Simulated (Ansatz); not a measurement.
# TiPt8: from the start to rest, part 2 of 2

The start is TiPt8, a database structure at a slightly changed volume. Where does it settle when we relax cell and atoms at 20 GPa, and what is it like there?

Ansatz 0.2.0; DFT, r2SCAN, no spin polarisation, plane waves, PAW. Relaxing cell and atoms at 20 GPa. The steps go on from the part before.

## Step 4: Total and projected density of states

Counts of states in windows (eV from the Fermi level; tetrahedra), total and projected:

```csv
from,to,total,Pt s,Pt d,Ti d
-8.0,-7.0,6.89,1.91,4.63,0.15
-7.0,-6.0,11.23,0.99,9.66,0.29
-6.0,-5.0,9.84,0.27,9.12,0.23
-5.0,-4.0,12.53,0.58,11.34,0.25
-4.0,-3.0,12.28,0.54,10.93,0.44
-3.0,-2.0,11.00,0.50,9.58,0.57
-2.0,-1.0,10.26,0.33,9.07,0.57
-1.0,0.0,7.01,0.34,6.16,0.24
0.0,1.0,5.02,0.37,3.81,0.56
1.0,2.0,7.16,0.55,2.25,3.94
2.0,3.0,3.57,0.75,0.99,1.37
3.0,4.0,2.49,0.72,0.43,0.61
4.0,5.0,2.48,0.83,0.31,0.30
```

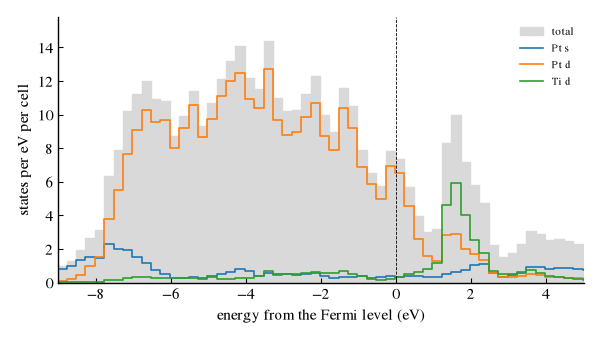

Total and projected density of states, in bins of 0.25 eV.

## Step 5: How the electrons are shared

Gathered by element (positive charge: electrons given up): Löwdin charges also hold the electrons that the projection spills.

```csv
element,atoms,Bader charge (e),Bader volume (Å³),Löwdin charge (e)
Pt,8,-0.25 to -0.17,15.0,+0.10 to +0.12
Ti,1,+1.69,8.1,+0.43
```

The Löwdin projection spills 0.8 % of the electrons and depends on the orbitals chosen; where it disagrees with Bader's partition, neither is an observable.

## Step 6: Maps of the fields

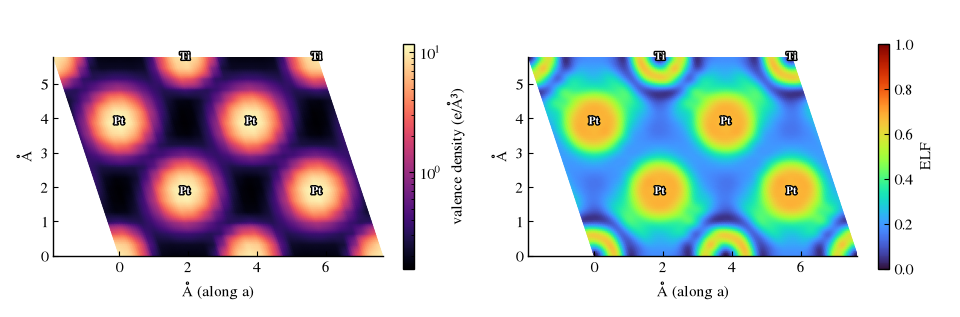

Valence density (left, log scale) and ELF (right) in the plane spanned by a and c at height 0.000 along b (axes of the input's cell); atoms within 0.2 Å are lettered, 2×1 cells. Inside the augmentation spheres the fields are the smooth ones.

## Step 7: Summary of results

What follows sums up all 2 parts.

| quantity | value |
| --- | --- |
| moves | 4 |
| largest move | 0.06 Å (Pt) |
| space group (0.01 Å), before / after | I4/mmm / I4/mmm |
| cell | a = 3.827 Å, b = 6.091 Å, c = 6.091 Å, α = 95.67°, β = 108.31°, γ = 71.69° |
| volume | 14.22 Å³/atom (-6.3 %) |
| pressure at the end | 19.98 GPa |
| character | metal |
| density of states, mean within 0.25 eV of the Fermi level | 7.6 per eV per cell |
| Bader charges | Pt -0.25 to -0.17, Ti +1.69 e |

The volume shrank by 6.3 %, and the largest move of an atom is 0.06 Å apart from the change of the cell. With 16 symmetry operations imposed, the end may be a saddle point towards distortions that break them. It is a metal; within 0.25 eV of the Fermi level the density of states averages 7.6 per eV per cell, mostly Pt d (86 %). By Bader's partition Ti gives up most (+1.69 e) and Pt takes most (-0.21 e).

Limits of this run: the k mesh is coarse for a cell without a gap.
